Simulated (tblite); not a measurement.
## Geometry relaxation, with input and output: C₆H₆FGaO₂ (part 2 of 2)

C₆H₆FGaO₂, SMILES CC#CC1=C(F)C=[O+][GaH2-][O]1; GFN2-xTB geometry optimisation, gas phase (tblite 0.8.0). It belongs to a series of runs on one base structure; here: H on C replaced by propynyl.

Geometry of the input (Å):
```
C  3.7865  0.5731  0.3448
C  2.3306  0.3771  0.2020
C  1.1559  0.2009  0.1047
C  -0.2739  0.0126  -0.0390
C  -0.7574  -1.2520  -0.1630
F  0.1148  -2.2901  -0.1843
C  -2.1942  -1.6021  -0.3264
O  -3.1470  -0.7724  -0.3222
Ga -2.8986  1.0265  -0.1335
O  -1.0857  1.1437  -0.0024
H  3.9896  1.0767  1.3095
H  4.1376  1.2063  -0.4879
H  4.2890  -0.4042  0.3269
H  -2.4310  -2.6544  -0.4417
H  -3.5939  1.5533  1.2291
H  -3.4296  1.8137  -1.4282
```

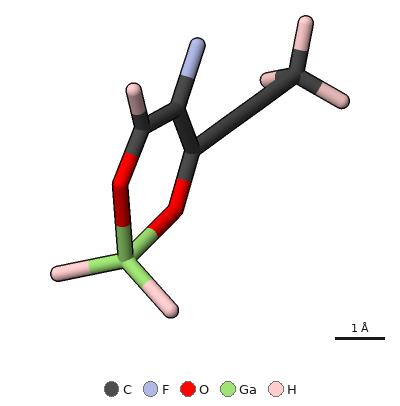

The geometry at step 22 of the log (stick view, seen at an oblique angle).

Trajectory as extended XYZ, continued:
```
16
Properties=species:S:1:pos:R:3:forces:R:3 step=14 energy=-815.02822
C     3.7283    0.5639    0.3415    0.0140   0.0010   0.0000
C     2.3124    0.3769    0.2077   -0.0100   0.0100   0.0100
C     1.1222    0.2135    0.0982   -0.0320  -0.0090  -0.0070
C    -0.2775    0.0335   -0.0280   -0.0580   0.0030   0.0030
C    -0.7733   -1.2760   -0.1747   -0.0220  -0.0270  -0.0100
F     0.1123   -2.3047   -0.1892    0.0580  -0.0130   0.0000
C    -2.1087   -1.5930   -0.3143   -0.0330  -0.0240  -0.0020
O    -3.0703   -0.7635   -0.3198   -0.0080   0.0460   0.0040
Ga   -2.9808    1.1658   -0.1207   -0.0020  -0.0200  -0.0090
O    -1.0498    1.0498   -0.0065   -0.0240   0.0630   0.0050
H     3.9430    1.0644    1.2851    0.0000   0.0070   0.0070
H     4.0916    1.1871   -0.4748    0.0090   0.0070  -0.0080
H     4.2398   -0.3968    0.3184    0.0010  -0.0140  -0.0050
H    -2.3646   -2.6525   -0.4321    0.0280  -0.0420   0.0010
H    -3.5506    1.5363    1.2594    0.0370   0.0110  -0.0240
H    -3.3816    1.8043   -1.4615    0.0410   0.0030   0.0340
16
Properties=species:S:1:pos:R:3:forces:R:3 step=15 energy=-815.02882
C     3.7264    0.5636    0.3413    0.0110   0.0020   0.0000
C     2.3111    0.3773    0.2076   -0.0230   0.0070   0.0110
C     1.1207    0.2161    0.0983   -0.0430  -0.0230  -0.0070
C    -0.2784    0.0339   -0.0276   -0.0600  -0.0080  -0.0040
C    -0.7720   -1.2772   -0.1752   -0.0340  -0.0140  -0.0060
F     0.1169   -2.3045   -0.1893    0.0180   0.0170  -0.0010
C    -2.1082   -1.5941   -0.3142   -0.0120  -0.0220  -0.0020
O    -3.0693   -0.7630   -0.3198    0.0160   0.0160   0.0040
Ga   -2.9797    1.1661   -0.1208    0.0040  -0.0320  -0.0070
O    -1.0512    1.0501   -0.0061   -0.0150   0.0440   0.0060
H     3.9400    1.0637    1.2850    0.0110   0.0140   0.0140
H     4.0881    1.1866   -0.4754    0.0240   0.0120  -0.0120
H     4.2364   -0.3976    0.3182    0.0140  -0.0200  -0.0060
H    -2.3650   -2.6541   -0.4318    0.0300  -0.0200   0.0030
H    -3.5465    1.5372    1.2583    0.0260   0.0150  -0.0050
H    -3.3771    1.8048   -1.4598    0.0320   0.0120   0.0120
16
Properties=species:S:1:pos:R:3:forces:R:3 step=16 energy=-815.02926
C     3.7254    0.5634    0.3411   -0.0050   0.0010  -0.0010
C     2.3098    0.3777    0.2077   -0.0310   0.0050   0.0090
C     1.1191    0.2175    0.0983   -0.0360  -0.0280  -0.0050
C    -0.2802    0.0343   -0.0273   -0.0430  -0.0090  -0.0080
C    -0.7718   -1.2784   -0.1756   -0.0300   0.0040  -0.0020
F     0.1204   -2.3039   -0.1894   -0.0160   0.0410  -0.0020
C    -2.1084   -1.5952   -0.3142    0.0080  -0.0200  -0.0020
O    -3.0684   -0.7625   -0.3198    0.0260  -0.0130   0.0030
Ga   -2.9787    1.1655   -0.1209    0.0040  -0.0310  -0.0030
O    -1.0524    1.0511   -0.0057   -0.0020   0.0130   0.0050
H     3.9383    1.0634    1.2851    0.0160   0.0120   0.0090
H     4.0864    1.1865   -0.4760    0.0280   0.0080  -0.0060
H     4.2344   -0.3984    0.3180    0.0140  -0.0120  -0.0060
H    -2.3649   -2.6557   -0.4316    0.0230  -0.0060   0.0040
H    -3.5431    1.5381    1.2572    0.0180   0.0160   0.0080
H    -3.3735    1.8054   -1.4582    0.0240   0.0180  -0.0050
16
Properties=species:S:1:pos:R:3:forces:R:3 step=17 energy=-815.02960
C     3.7247    0.5633    0.3410   -0.0190   0.0000  -0.0010
C     2.3081    0.3781    0.2080   -0.0300   0.0030   0.0060
C     1.1173    0.2179    0.0981   -0.0180  -0.0280  -0.0020
C    -0.2824    0.0345   -0.0273   -0.0140  -0.0010  -0.0070
C    -0.7722   -1.2791   -0.1760   -0.0180   0.0180   0.0020
F     0.1227   -2.3026   -0.1895   -0.0330   0.0480  -0.0030
C    -2.1085   -1.5965   -0.3143    0.0170  -0.0140  -0.0020
O    -3.0675   -0.7622   -0.3197    0.0220  -0.0330   0.0010
Ga   -2.9780    1.1642   -0.1211    0.0000  -0.0230   0.0010
O    -1.0533    1.0523   -0.0053    0.0040  -0.0110   0.0040
H     3.9375    1.0635    1.2854    0.0150   0.0050  -0.0030
H     4.0857    1.1866   -0.4765    0.0220  -0.0010   0.0060
H     4.2333   -0.3992    0.3177    0.0060   0.0030  -0.0050
H    -2.3644   -2.6572   -0.4314    0.0130  -0.0030   0.0030
H    -3.5403    1.5392    1.2565    0.0130   0.0160   0.0160
H    -3.3704    1.8062   -1.4570    0.0190   0.0200  -0.0160
16
Properties=species:S:1:pos:R:3:forces:R:3 step=18 energy=-815.02989
C     3.7237    0.5632    0.3409   -0.0260   0.0000  -0.0010
C     2.3063    0.3786    0.2084   -0.0180   0.0030   0.0030
C     1.1154    0.2176    0.0980    0.0030  -0.0250   0.0010
C    -0.2845    0.0346   -0.0274    0.0100   0.0100  -0.0040
C    -0.7729   -1.2794   -0.1762   -0.0030   0.0250   0.0040
F     0.1241   -2.3006   -0.1896   -0.0300   0.0370  -0.0030
C    -2.1084   -1.5980   -0.3144    0.0150  -0.0080  -0.0010
O    -3.0664   -0.7626   -0.3196    0.0030  -0.0390  -0.0010
Ga   -2.9773    1.1627   -0.1213   -0.0060  -0.0120   0.0030
O    -1.0540    1.0532   -0.0049    0.0030  -0.0200   0.0020
H     3.9372    1.0637    1.2855    0.0110  -0.0030  -0.0150
H     4.0856    1.1867   -0.4768    0.0110  -0.0100   0.0160
H     4.2326   -0.3998    0.3174   -0.0050   0.0170  -0.0040
H    -2.3637   -2.6585   -0.4312    0.0060  -0.0070   0.0020
H    -3.5377    1.5404    1.2561    0.0090   0.0140   0.0180
H    -3.3673    1.8073   -1.4563    0.0160   0.0190  -0.0200
16
Properties=species:S:1:pos:R:3:forces:R:3 step=19 energy=-815.03013
C     3.7223    0.5631    0.3408   -0.0190   0.0000   0.0000
C     2.3045    0.3790    0.2087    0.0000   0.0030   0.0000
C     1.1138    0.2170    0.0979    0.0180  -0.0180   0.0030
C    -0.2860    0.0348   -0.0276    0.0230   0.0160   0.0000
C    -0.7736   -1.2791   -0.1764    0.0070   0.0220   0.0030
F     0.1248   -2.2984   -0.1898   -0.0130   0.0140  -0.0030
C    -2.1080   -1.5994   -0.3145    0.0040  -0.0020   0.0000
O    -3.0655   -0.7637   -0.3195   -0.0210  -0.0340  -0.0020
Ga   -2.9769    1.1612   -0.1213   -0.0110  -0.0020   0.0020
O    -1.0547    1.0537   -0.0045   -0.0030  -0.0140   0.0010
H     3.9370    1.0637    1.2853    0.0050  -0.0070  -0.0200
H     4.0857    1.1865   -0.4767    0.0010  -0.0140   0.0190
H     4.2317   -0.4000    0.3170   -0.0150   0.0220  -0.0030
H    -2.3630   -2.6598   -0.4309    0.0030  -0.0130   0.0010
H    -3.5353    1.5417    1.2562    0.0070   0.0110   0.0170
H    -3.3644    1.8085   -1.4561    0.0140   0.0150  -0.0180
16
Properties=species:S:1:pos:R:3:forces:R:3 step=20 energy=-815.03031
C     3.7209    0.5631    0.3407   -0.0050   0.0020   0.0010
C     2.3031    0.3794    0.2090    0.0140   0.0040  -0.0010
C     1.1127    0.2162    0.0978    0.0200  -0.0090   0.0030
C    -0.2868    0.0351   -0.0277    0.0200   0.0140   0.0030
C    -0.7739   -1.2785   -0.1765    0.0090   0.0110   0.0010
F     0.1252   -2.2964   -0.1900    0.0050  -0.0080  -0.0040
C    -2.1074   -1.6005   -0.3145   -0.0070   0.0020   0.0000
O    -3.0651   -0.7651   -0.3195   -0.0380  -0.0240  -0.0030
Ga   -2.9768    1.1602   -0.1214   -0.0140   0.0040   0.0000
O    -1.0553    1.0537   -0.0042   -0.0070  -0.0010   0.0010
H     3.9368    1.0636    1.2848    0.0010  -0.0060  -0.0140
H     4.0856    1.1861   -0.4763   -0.0050  -0.0100   0.0130
H     4.2306   -0.3997    0.3167   -0.0170   0.0150  -0.0010
H    -2.3623   -2.6609   -0.4307    0.0060  -0.0130   0.0000
H    -3.5332    1.5429    1.2567    0.0050   0.0080   0.0140
H    -3.3618    1.8098   -1.4563    0.0130   0.0110  -0.0130
16
Properties=species:S:1:pos:R:3:forces:R:3 step=21 energy=-815.03044
C     3.7196    0.5630    0.3406    0.0090   0.0030   0.0020
C     2.3023    0.3798    0.2092    0.0190   0.0050  -0.0020
C     1.1123    0.2155    0.0979    0.0130   0.0000   0.0030
C    -0.2870    0.0356   -0.0278    0.0090   0.0060   0.0040
C    -0.7739   -1.2778   -0.1765    0.0040   0.0000  -0.0020
F     0.1255   -2.2950   -0.1902    0.0140  -0.0180  -0.0030
C    -2.1070   -1.6013   -0.3146   -0.0130   0.0030   0.0000
O    -3.0654   -0.7667   -0.3195   -0.0410  -0.0160  -0.0020
Ga   -2.9770    1.1596   -0.1214   -0.0140   0.0060  -0.0020
O    -1.0559    1.0537   -0.0039   -0.0070   0.0090   0.0010
H     3.9366    1.0634    1.2842    0.0000  -0.0010  -0.0010
H     4.0854    1.1856   -0.4758   -0.0070  -0.0020   0.0010
H     4.2294   -0.3993    0.3164   -0.0130   0.0010   0.0000
H    -2.3616   -2.6620   -0.4305    0.0110  -0.0090   0.0010
H    -3.5315    1.5439    1.2574    0.0040   0.0060   0.0090
H    -3.3595    1.8109   -1.4568    0.0120   0.0070  -0.0070
16
Properties=species:S:1:pos:R:3:forces:R:3 step=22 energy=-815.03055
C     3.7189    0.5631    0.3406    0.0180   0.0040   0.0020
C     2.3020    0.3802    0.2093    0.0150   0.0050  -0.0020
C     1.1122    0.2149    0.0979    0.0030   0.0080   0.0020
C    -0.2870    0.0361   -0.0278   -0.0020  -0.0040   0.0030
C    -0.7739   -1.2774   -0.1766   -0.0020  -0.0080  -0.0040
F     0.1260   -2.2943   -0.1905    0.0110  -0.0170  -0.0030
C    -2.1070   -1.6018   -0.3146   -0.0130   0.0030   0.0010
O    -3.0664   -0.7683   -0.3196   -0.0320  -0.0120  -0.0010
Ga   -2.9775    1.1592   -0.1214   -0.0130   0.0060  -0.0030
O    -1.0565    1.0538   -0.0037   -0.0020   0.0100   0.0010
H     3.9365    1.0633    1.2837    0.0000   0.0040   0.0110
H     4.0851    1.1852   -0.4754   -0.0040   0.0070  -0.0100
H     4.2282   -0.3990    0.3162   -0.0060  -0.0130   0.0000
H    -2.3608   -2.6630   -0.4303    0.0140  -0.0010   0.0020
H    -3.5300    1.5449    1.2581    0.0040   0.0040   0.0040
H    -3.3574    1.8120   -1.4574    0.0100   0.0040  -0.0020
16
Properties=species:S:1:pos:R:3:forces:R:3 step=23 energy=-815.03064
C     3.7186    0.5632    0.3406    0.0190   0.0030   0.0010
C     2.3020    0.3806    0.2093    0.0060   0.0050  -0.0020
C     1.1123    0.2146    0.0981   -0.0050   0.0140   0.0020
C    -0.2871    0.0365   -0.0277   -0.0080  -0.0110   0.0020
C    -0.7740   -1.2771   -0.1767   -0.0080  -0.0100  -0.0040
F     0.1266   -2.2940   -0.1907    0.0000  -0.0080  -0.0030
C    -2.1072   -1.6022   -0.3146   -0.0080   0.0010   0.0010
O    -3.0679   -0.7699   -0.3197   -0.0170  -0.0090   0.0000
Ga   -2.9782    1.1591   -0.1215   -0.0100   0.0040  -0.0020
O    -1.0569    1.0540   -0.0035    0.0030   0.0030   0.0010
H     3.9365    1.0632    1.2835    0.0020   0.0070   0.0170
H     4.0848    1.1850   -0.4753   -0.0010   0.0120  -0.0160
H     4.2272   -0.3989    0.3160    0.0010  -0.0210   0.0010
H    -2.3599   -2.6639   -0.4301    0.0140   0.0040   0.0020
H    -3.5288    1.5458    1.2588    0.0030   0.0030   0.0000
H    -3.3556    1.8129   -1.4579    0.0090   0.0020   0.0010
16
Properties=species:S:1:pos:R:3:forces:R:3 step=24 energy=-815.03071
C     3.7188    0.5634    0.3407    0.0120   0.0020   0.0000
C     2.3020    0.3811    0.2093   -0.0020   0.0040  -0.0010
C     1.1123    0.2145    0.0982   -0.0070   0.0160   0.0020
C    -0.2872    0.0367   -0.0276   -0.0080  -0.0110   0.0010
C    -0.7742   -1.2771   -0.1769   -0.0090  -0.0060  -0.0030
F     0.1270   -2.2939   -0.1910   -0.0110   0.0000  -0.0040
C    -2.1076   -1.6025   -0.3146   -0.0020   0.0000   0.0010
O    -3.0695   -0.7714   -0.3198   -0.0020  -0.0050   0.0020
Ga   -2.9789    1.1589   -0.1216   -0.0050   0.0000   0.0000
O    -1.0572    1.0542   -0.0033    0.0050  -0.0060   0.0010
H     3.9365    1.0633    1.2837    0.0030   0.0060   0.0150
H     4.0846    1.1851   -0.4755    0.0020   0.0110  -0.0150
H     4.2264   -0.3992    0.3159    0.0050  -0.0180   0.0020
H    -2.3588   -2.6645   -0.4299    0.0120   0.0050   0.0020
H    -3.5278    1.5466    1.2593    0.0010   0.0020  -0.0030
H    -3.3540    1.8138   -1.4583    0.0070   0.0010   0.0020
16
Properties=species:S:1:pos:R:3:forces:R:3 step=25 energy=-815.03076
C     3.7191    0.5635    0.3407    0.0040   0.0010  -0.0010
C     2.3021    0.3815    0.2093   -0.0050   0.0030   0.0000
C     1.1123    0.2148    0.0983   -0.0040   0.0140   0.0020
C    -0.2875    0.0366   -0.0275   -0.0020  -0.0070   0.0000
C    -0.7745   -1.2771   -0.1771   -0.0060  -0.0010  -0.0020
F     0.1270   -2.2938   -0.1913   -0.0170   0.0030  -0.0040
C    -2.1079   -1.6027   -0.3145    0.0010  -0.0010   0.0010
O    -3.0707   -0.7725   -0.3198    0.0070  -0.0010   0.0030
Ga   -2.9795    1.1588   -0.1217    0.0000  -0.0030   0.0010
O    -1.0573    1.0543   -0.0031    0.0020  -0.0110   0.0000
H     3.9366    1.0635    1.2840    0.0040   0.0020   0.0070
H     4.0845    1.1853   -0.4758    0.0020   0.0060  -0.0070
H     4.2259   -0.3998    0.3158    0.0040  -0.0090   0.0020
H    -2.3579   -2.6649   -0.4298    0.0070   0.0020   0.0010
H    -3.5271    1.5471    1.2596    0.0000   0.0020  -0.0040
H    -3.3527    1.8143   -1.4585    0.0050   0.0010   0.0020
16
Properties=species:S:1:pos:R:3:forces:R:3 step=26 energy=-815.03078
C     3.7193    0.5636    0.3408   -0.0020   0.0000  -0.0010
C     2.3020    0.3817    0.2093   -0.0030   0.0030   0.0010
C     1.1122    0.2152    0.0984   -0.0010   0.0100   0.0020
C    -0.2876    0.0364   -0.0274    0.0020  -0.0010   0.0000
C    -0.7748   -1.2772   -0.1773   -0.0020   0.0020   0.0000
F     0.1267   -2.2938   -0.1915   -0.0150   0.0000  -0.0040
C    -2.1081   -1.6028   -0.3145    0.0010   0.0000   0.0000
O    -3.0711   -0.7730   -0.3197    0.0060   0.0020   0.0030
Ga   -2.9798    1.1587   -0.1217    0.0030  -0.0050   0.0010
O    -1.0574    1.0541   -0.0031   -0.0030  -0.0100   0.0010
H     3.9368    1.0636    1.2843    0.0030  -0.0020  -0.0010
H     4.0845    1.1855   -0.4761    0.0020   0.0010   0.0000
H     4.2258   -0.4002    0.3158    0.0010   0.0010   0.0020
H    -2.3574   -2.6651   -0.4297    0.0040  -0.0020   0.0010
H    -3.5267    1.5474    1.2597    0.0000   0.0010  -0.0040
H    -3.3520    1.8146   -1.4585    0.0040   0.0010   0.0010
16
Properties=species:S:1:pos:R:3:forces:R:3 step=27 energy=-815.03080
C     3.7194    0.5636    0.3407   -0.0030   0.0000  -0.0010
C     2.3020    0.3819    0.2093    0.0000   0.0030   0.0010
C     1.1120    0.2157    0.0985    0.0020   0.0060   0.0010
C    -0.2877    0.0363   -0.0274    0.0030   0.0030   0.0000
C    -0.7749   -1.2772   -0.1773    0.0010   0.0030   0.0000
F     0.1263   -2.2938   -0.1917   -0.0090  -0.0050  -0.0040
C    -2.1081   -1.6029   -0.3145    0.0000   0.0000   0.0000
O    -3.0712   -0.7732   -0.3196    0.0020   0.0040   0.0030
Ga   -2.9799    1.1586   -0.1217    0.0040  -0.0050   0.0000
O    -1.0575    1.0538   -0.0030   -0.0070  -0.0060   0.0010
H     3.9369    1.0636    1.2845    0.0030  -0.0040  -0.0050
H     4.0845    1.1857   -0.4763    0.0010  -0.0030   0.0040
H     4.2257   -0.4004    0.3159   -0.0010   0.0060   0.0010
H    -2.3570   -2.6652   -0.4296    0.0020  -0.0040   0.0000
H    -3.5265    1.5476    1.2596   -0.0010   0.0010  -0.0030
H    -3.3516    1.8147   -1.4585    0.0040   0.0000   0.0010
16
Properties=species:S:1:pos:R:3:forces:R:3 step=28 energy=-815.03081
C     3.7194    0.5637    0.3407   -0.0030   0.0000  -0.0010
C     2.3019    0.3821    0.2093    0.0020   0.0030   0.0010
C     1.1119    0.2163    0.0986    0.0020   0.0020   0.0010
C    -0.2877    0.0362   -0.0274    0.0030   0.0040   0.0000
C    -0.7751   -1.2771   -0.1774    0.0030   0.0020   0.0000
F     0.1258   -2.2939   -0.1920   -0.0030  -0.0100  -0.0040
C    -2.1082   -1.6030   -0.3145   -0.0010   0.0010   0.0000
O    -3.0713   -0.7734   -0.3195   -0.0010   0.0040   0.0030
Ga   -2.9799    1.1584   -0.1217    0.0030  -0.0030   0.0000
O    -1.0577    1.0535   -0.0029   -0.0090   0.0000   0.0010
H     3.9370    1.0636    1.2845    0.0030  -0.0040  -0.0070
H     4.0846    1.1857   -0.4764    0.0010  -0.0040   0.0060
H     4.2256   -0.4005    0.3159   -0.0020   0.0080   0.0000
H    -2.3566   -2.6654   -0.4296    0.0000  -0.0030   0.0000
H    -3.5263    1.5478    1.2595   -0.0010   0.0010  -0.0030
H    -3.3510    1.8149   -1.4585    0.0030   0.0000   0.0010
16
Properties=species:S:1:pos:R:3:forces:R:3 step=29 energy=-815.03083
C     3.7194    0.5637    0.3406   -0.0020   0.0000   0.0000
C     2.3019    0.3824    0.2093    0.0020   0.0020   0.0010
C     1.1119    0.2169    0.0987    0.0010  -0.0010   0.0000
C    -0.2876    0.0362   -0.0273    0.0010   0.0040   0.0000
C    -0.7752   -1.2770   -0.1775    0.0050   0.0000   0.0000
F     0.1251   -2.2942   -0.1923    0.0030  -0.0110  -0.0030
C    -2.1082   -1.6030   -0.3144    0.0000   0.0020   0.0010
O    -3.0714   -0.7735   -0.3192   -0.0040   0.0020   0.0020
Ga   -2.9799    1.1581   -0.1218    0.0020  -0.0010  -0.0010
O    -1.0582    1.0531   -0.0028   -0.0080   0.0040   0.0020
H     3.9372    1.0634    1.2844    0.0020  -0.0020  -0.0050
H     4.0846    1.1858   -0.4764    0.0010  -0.0040   0.0050
H     4.2255   -0.4005    0.3160   -0.0020   0.0070  -0.0010
H    -2.3562   -2.6656   -0.4295   -0.0020   0.0000   0.0000
H    -3.5262    1.5481    1.2593   -0.0020   0.0010  -0.0020
H    -3.3504    1.8151   -1.4585    0.0030  -0.0010   0.0010
16
Properties=species:S:1:pos:R:3:forces:R:3 step=30 energy=-815.03084
C     3.7193    0.5638    0.3406   -0.0010   0.0010   0.0000
C     2.3019    0.3827    0.2094    0.0010   0.0020   0.0010
C     1.1119    0.2173    0.0988   -0.0010  -0.0030   0.0000
C    -0.2876    0.0363   -0.0273   -0.0020   0.0020   0.0000
C    -0.7752   -1.2770   -0.1776    0.0040  -0.0020  -0.0010
F     0.1246   -2.2946   -0.1927    0.0040  -0.0080  -0.0030
C    -2.1083   -1.6030   -0.3144    0.0010   0.0010   0.0010
O    -3.0716   -0.7736   -0.3190   -0.0040  -0.0010   0.0020
Ga   -2.9798    1.1578   -0.1218    0.0000   0.0010  -0.0010
O    -1.0586    1.0528   -0.0027   -0.0030   0.0040   0.0020
H     3.9375    1.0633    1.2843    0.0020   0.0000  -0.0020
H     4.0847    1.1857   -0.4764    0.0020  -0.0020   0.0020
H     4.2253   -0.4004    0.3160   -0.0010   0.0030  -0.0020
H    -2.3558   -2.6658   -0.4294   -0.0020   0.0030   0.0000
H    -3.5261    1.5483    1.2592   -0.0020   0.0010  -0.0020
H    -3.3498    1.8152   -1.4585    0.0030  -0.0010   0.0010
```

Summary:

- outcome: converged
- total energy: −815.0308 eV
- hardware: 1 CPU thread, shared host
- peak memory: 0.18 GiB
